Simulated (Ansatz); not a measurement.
## Run report: CH₆BFO, geometry relaxation (part 1 of 2)

- system: CH₆BFO
- method: RKS revPBE-D4/6-31G* (Ansatz 0.2.0)

It belongs to a series of runs on one base structure; here: end point A relaxed. Figures and captions count atoms from 1; the log counts them from 0 in places.

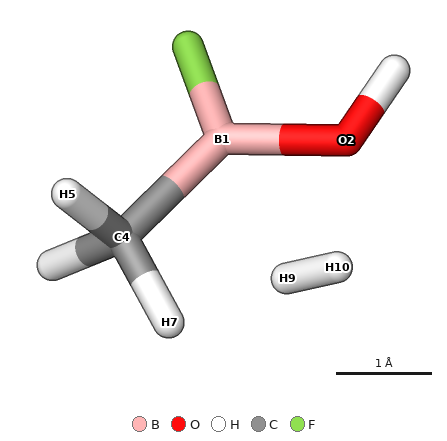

The input geometry (stick view, seen at a tilt; atoms are numbered from 1 in the order of the input). Bond lengths as drawn: B–C 1.57 Å, B–F 1.36 Å, B–O 1.39 Å, C–H 1.10 to 1.11 Å, H–H 0.71 Å and H–O 0.98 Å.

## Summary

```csv
quantity,value
outcome,converged
total energy,−6575.6759 eV
mean-field energy,−6575.2753 eV
largest force (length of the vector) at the end,0.023 eV/Å
hardware,"1 thread of Arm Neoverse V1, 24 GiB of memory available, shared host"
wall time,46 s
peak memory,0.15 GiB
```

## Input file
```yaml
crystal:
  periodic: [false, false, false]
  atoms:
    - { symbol: B, position_ang: [0.035972, -0.211569, 0.132085] }
    - { symbol: O, position_ang: [0.089623, -0.397741, 1.510839] }
    - { symbol: H, position_ang: [-0.817806, -0.497886, 1.865231] }
    - { symbol: C, position_ang: [1.363295, -0.099688, -0.707555] }
    - { symbol: H, position_ang: [1.632571, -1.084712, -1.131192] }
    - { symbol: H, position_ang: [1.252779, 0.593719, -1.558718] }
    - { symbol: H, position_ang: [2.208263, 0.230503, -0.08324] }
    - { symbol: F, position_ang: [-1.185153, -0.196909, -0.465653] }
    - { symbol: H, position_ang: [-0.04991, 2.154345, 0.532823] }
    - { symbol: H, position_ang: [0.044066, 1.790639, 1.135178] }
basis:
  gaussian: { orbitals: "6-31G*" }
hamiltonian:
  xc: revpbe
  dispersion: d4
relax:
  f_tol: 0.03
  max_steps: 50
```

Command:
```bash
ansatz run input.yaml --threads 1 --pin off --max-ram 2048MiB --backend cpu --events-out ev --progress --plain --runs-dir out
```

## What the program printed
```
The last accepted step is kept in [file] (removed where the run ends without a failure and the disk answers)
Engine: ansatz 0.2.0, aarch64-unknown-linux-gnu
Functional definition: revPBE
  parameter kappa = 1.245
  parameter beta = 0.06672455060314922
  exchange = pbe_x(kappa = kappa, mu = beta*pi^2/3)
  correlation = pbe_c(beta = beta)
847 factors; their error is unknown
mean field evaluation 1: about -6566.8869 eV, gradient 6.5e1 eV
mean field evaluation 2: about -6551.6563 eV, gradient 1.1e2 eV
mean field evaluation 4: about -6574.9967 eV, gradient 4.6e0 eV
mean field evaluation 8: about -6575.0307 eV, gradient 1.3e-1 eV
mean field evaluation 16: about -6574.9800 eV, gradient 6.4e-5 eV
mean field -6574.97998826 eV, -241.6260578870 hartree, gradient 6.4e-5 eV, S^2 0.000000; 0 other end points of the search recorded, 0 dependent functions left out
the calculation of the forces begins
reference -6574.98001378 eV, -241.6260588250 hartree; 17, 17 occupied and 55, 55 virtual orbitals, 847 factors
relax step   1: F+E_penalty+E_count = -6575.44453936 eV  Δ(F+E_penalty+E_count) = +0.000e0 eV  max|allowed force component| = 1.214e0 eV/Å  Δτ_max = 0.0000 Å  (26 SCF iters, accepted)
these checks for a lower state are left out or cut short: starts, cluster_reference, orbital_swaps, neighbouring_geometries, increment
847 factors; their error is unknown
mean field -6575.13146984 eV, -241.6316247323 hartree, gradient 1.5e-5 eV, S^2 0.000000; 0 other end points of the search recorded, 0 dependent functions left out
[... from here on the field's lines of each further geometry are left out, up to the last ...]
relax step   2: F+E_penalty+E_count = -6575.58091007 eV  Δ(F+E_penalty+E_count) = -1.364e-1 eV  max|allowed force component| = 3.043e-1 eV/Å  Δτ_max = 0.1949 Å  (29 SCF iters, accepted)
relax step   3: F+E_penalty+E_count = -6575.62912011 eV  Δ(F+E_penalty+E_count) = -4.821e-2 eV  max|allowed force component| = 2.593e-1 eV/Å  Δτ_max = 0.1943 Å  (29 SCF iters, accepted)
relax step   4: F+E_penalty+E_count = -6575.65048851 eV  Δ(F+E_penalty+E_count) = -2.137e-2 eV  max|allowed force component| = 2.122e-1 eV/Å  Δτ_max = 0.1912 Å  (29 SCF iters, accepted)
relax step   5: F+E_penalty+E_count = -6575.65506120 eV  Δ(F+E_penalty+E_count) = -4.573e-3 eV  max|allowed force component| = 2.348e-1 eV/Å  Δτ_max = 0.1029 Å  (29 SCF iters, accepted)
relax step   6: F+E_penalty+E_count = -6575.65687520 eV  Δ(F+E_penalty+E_count) = -1.814e-3 eV  max|allowed force component| = 2.275e-1 eV/Å  Δτ_max = 0.0766 Å  (28 SCF iters, accepted)
relax step   7: F+E_penalty+E_count = -6575.65924388 eV  Δ(F+E_penalty+E_count) = -2.369e-3 eV  max|allowed force component| = 1.949e-1 eV/Å  Δτ_max = 0.1396 Å  (29 SCF iters, accepted)
relax step   8: F+E_penalty+E_count = -6575.66084966 eV  Δ(F+E_penalty+E_count) = -1.606e-3 eV  max|allowed force component| = 2.268e-1 eV/Å  Δτ_max = 0.0782 Å  (29 SCF iters, accepted)
relax step   9: F+E_penalty+E_count = -6575.66396153 eV  Δ(F+E_penalty+E_count) = -3.112e-3 eV  max|allowed force component| = 1.913e-1 eV/Å  Δτ_max = 0.0442 Å  (29 SCF iters, accepted)
relax step  10: F+E_penalty+E_count = -6575.67159314 eV  Δ(F+E_penalty+E_count) = -7.632e-3 eV  max|allowed force component| = 7.692e-2 eV/Å  Δτ_max = 0.2000 Å  (27 SCF iters, accepted)
relax step  11: F+E_penalty+E_count = -6575.67380759 eV  Δ(F+E_penalty+E_count) = -2.214e-3 eV  max|allowed force component| = 6.542e-2 eV/Å  Δτ_max = 0.0989 Å  (27 SCF iters, accepted)
relax step  12: F+E_penalty+E_count = -6575.51560560 eV  Δ(F+E_penalty+E_count) = +1.582e-1 eV  max|allowed force component| = 2.174e0 eV/Å  Δτ_max = 0.1954 Å  (29 SCF iters, rejected (line search))
relax step  13: F+E_penalty+E_count = -6575.67496420 eV  Δ(F+E_penalty+E_count) = -1.157e-3 eV  max|allowed force component| = 4.870e-2 eV/Å  Δτ_max = 0.0343 Å  (28 SCF iters, accepted)
relax step  14: F+E_penalty+E_count = -6575.67512739 eV  Δ(F+E_penalty+E_count) = -1.632e-4 eV  max|allowed force component| = 5.927e-2 eV/Å  Δτ_max = 0.0367 Å  (29 SCF iters, accepted)
relax step  15: F+E_penalty+E_count = -6575.67534708 eV  Δ(F+E_penalty+E_count) = -2.197e-4 eV  max|allowed force component| = 3.965e-2 eV/Å  Δτ_max = 0.0060 Å  (30 SCF iters, accepted)
relax step  16: F+E_penalty+E_count = -6575.67556295 eV  Δ(F+E_penalty+E_count) = -2.159e-4 eV  max|allowed force component| = 2.828e-2 eV/Å  Δτ_max = 0.0277 Å  (29 SCF iters, accepted)
relax step  17: F+E_penalty+E_count = -6575.67570279 eV  Δ(F+E_penalty+E_count) = -1.398e-4 eV  max|allowed force component| = 2.495e-2 eV/Å  Δτ_max = 0.0308 Å  (30 SCF iters, accepted)
the calculation of the forces begins
reference -6575.27531297 eV, -241.6369108700 hartree; 17, 17 occupied and 55, 55 virtual orbitals, 847 factors
relax step  18: F+E_penalty+E_count = -6575.67582311 eV  Δ(F+E_penalty+E_count) = -1.203e-4 eV  max|allowed force component| = 2.132e-2 eV/Å  Δτ_max = 0.0486 Å  (28 SCF iters, accepted)
```

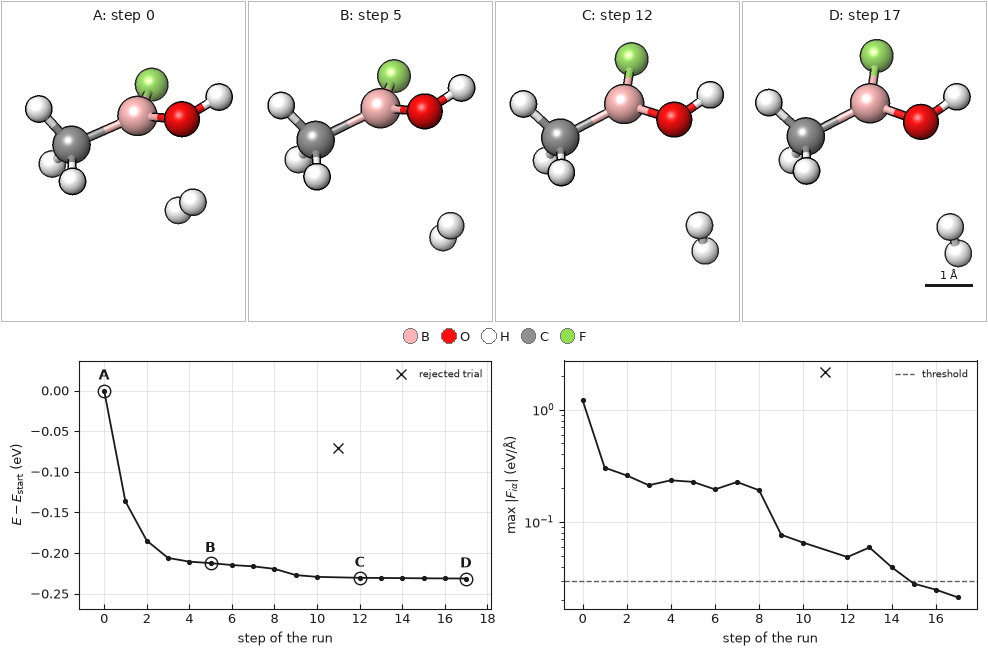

Frames of the relaxation (ball-and-stick view, seen at a tilt) above the curves, on which the letters mark them (the first geometry is step 0 here and step 1 in the log).

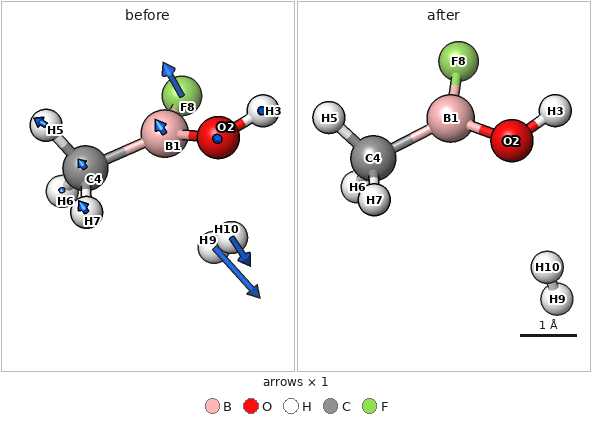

Before (left) and after (right) the relaxation, at one scale (ball-and-stick view, seen at a tilt). The blue arrows give the displacements, at true length. After 17 geometry steps the energy has fallen by 0.231 eV. The largest force component goes from 1.2 to 0.021 eV/Å. The line search rejected the trial step at point 11 (counted from 0) and went back. H9 moves most after the best rigid fit: 1.26 Å. By element the largest moves are H 1.26 Å, F 0.80 Å, B 0.34 Å, C 0.24 Å, O 0.19 Å. Distances before and after: H9–H10 0.710 → 0.748 Å, B1–O2 1.392 → 1.375 Å. (Atoms are counted from 1 in the order of the input.)

```
847 factors; their error is unknown
mean field -6575.27528396 eV, -241.6369098038 hartree, gradient 1.5e-5 eV, S^2 0.000000; 1 other end points of the search recorded, 0 dependent functions left out
the calculation of the forces begins
reference -6575.27531297 eV, -241.6369108700 hartree; 17, 17 occupied and 55, 55 virtual orbitals, 847 factors
Total energy: -6575.67585213 eV, -241.6516304125 hartree
Atom 0 at     0.081256    -0.538112     0.035967 Å, force    -0.011333     0.010200     0.016542 eV/Å
Atom 1 at     0.034878    -0.253495     1.380601 Å, force     0.002408    -0.007227    -0.021325 eV/Å
Atom 2 at    -0.863070    -0.424040     1.732564 Å, force    -0.000803    -0.000231    -0.005153 eV/Å
Atom 3 at     1.404638    -0.331105    -0.792692 Å, force     0.001082    -0.004779     0.006055 eV/Å
Atom 4 at     1.668531    -1.246127    -1.352589 Å, force     0.001151    -0.000744    -0.001564 eV/Å
Atom 5 at     1.262517     0.462514    -1.549532 Å, force    -0.002283    -0.000827    -0.002800 eV/Å
Atom 6 at     2.257260    -0.048310    -0.155694 Å, force    -0.001679     0.000071    -0.001501 eV/Å
Atom 7 at    -1.051960    -0.991699    -0.565428 Å, force     0.012278     0.003986     0.008368 eV/Å
Atom 8 at    -0.162048     3.193692     1.205675 Å, force     0.001257    -0.019499     0.003242 eV/Å
Atom 9 at    -0.058303     2.457383     1.290926 Å, force    -0.002078     0.019051    -0.001865 eV/Å
Dipole moment:    -0.087676    -0.038824     0.065583 e Å
```

## Trajectory as extended XYZ (Å, eV, eV/Å), 18 frames, from step=1 to step=18
```
10
Properties=species:S:1:pos:R:3:forces:R:3 step=1 energy=-6575.44454
B     0.0360   -0.2116    0.1321    0.0141  -0.4062   0.4769
O     0.0896   -0.3977    1.5108   -0.0323  -0.2555  -0.4859
H    -0.8178   -0.4979    1.8652    0.0058   0.0075  -0.0047
C     1.3633   -0.0997   -0.7076   -0.0304   0.0424   0.0167
H     1.6326   -1.0847   -1.1312   -0.0140  -0.0288  -0.0138
H     1.2528    0.5937   -1.5587   -0.0009  -0.0005   0.0043
H     2.2083    0.2305   -0.0832    0.0270   0.0001   0.0021
F    -1.1852   -0.1969   -0.4657    0.0487  -0.0119   0.0063
H    -0.0499    2.1543    0.5328   -0.2272   1.0949  -1.2138
H     0.0441    1.7906    1.1352    0.2093  -0.4420   1.2119
10
Properties=species:S:1:pos:R:3:forces:R:3 step=2 energy=-6575.58091
B     0.0407   -0.2955    0.1329   -0.0057   0.0779   0.2877
O     0.0925   -0.5069    1.5008   -0.1328  -0.0325  -0.3043
H    -0.8195   -0.5366    1.8629    0.1022  -0.0746  -0.0413
C     1.3643   -0.1235   -0.7046   -0.0064  -0.0967  -0.0113
H     1.6477   -1.0938   -1.1530    0.0530  -0.0102  -0.0405
H     1.2396    0.5888   -1.5393   -0.0434  -0.0342   0.0457
H     2.2063    0.2093   -0.0765   -0.0010  -0.0341   0.0085
F    -1.1810   -0.2227   -0.4615    0.0402  -0.0908   0.0167
H    -0.0718    2.3480    0.5377   -0.0306   0.1650  -0.0027
H     0.0550    1.9138    1.1303    0.0246   0.1301   0.0416
10
Properties=species:S:1:pos:R:3:forces:R:3 step=3 energy=-6575.62912
B     0.0422   -0.3176    0.1276   -0.0135  -0.2593   0.0999
O     0.0922   -0.5523    1.4866   -0.1902   0.1074  -0.1167
H    -0.8215   -0.6217    1.8429    0.1664  -0.0419  -0.0592
C     1.3666   -0.1544   -0.7106   -0.0076   0.0644   0.0078
H     1.6567   -1.1243   -1.1568   -0.0086  -0.0052  -0.0036
H     1.2352    0.5541   -1.5470    0.0000  -0.0178   0.0184
H     2.2075    0.1852   -0.0846    0.0085  -0.0215  -0.0060
F    -1.1776   -0.2962   -0.4768    0.0496   0.0449   0.0345
H    -0.0920    2.5344    0.5884    0.0171  -0.0208   0.1218
H     0.0644    2.0734    1.1601   -0.0216   0.1498  -0.0969
10
Properties=species:S:1:pos:R:3:forces:R:3 step=4 energy=-6575.65049
B     0.0508   -0.3795    0.1116   -0.0421   0.0529   0.0663
O     0.0978   -0.5832    1.4723   -0.2122   0.0045  -0.0195
H    -0.8164   -0.6705    1.8258    0.1999  -0.0071  -0.0676
C     1.3747   -0.1967   -0.7234   -0.0016  -0.0152  -0.0037
H     1.6734   -1.1604   -1.1776    0.0057   0.0029  -0.0153
H     1.2360    0.5168   -1.5539   -0.0047  -0.0135   0.0119
H     2.2132    0.1448   -0.0951   -0.0019  -0.0224   0.0010
F    -1.1700   -0.3427   -0.4910    0.0578  -0.0410   0.0154
H    -0.1302    2.7109    0.6512    0.0212  -0.0464   0.0993
H     0.0444    2.2411    1.2098   -0.0223   0.0852  -0.0878
```
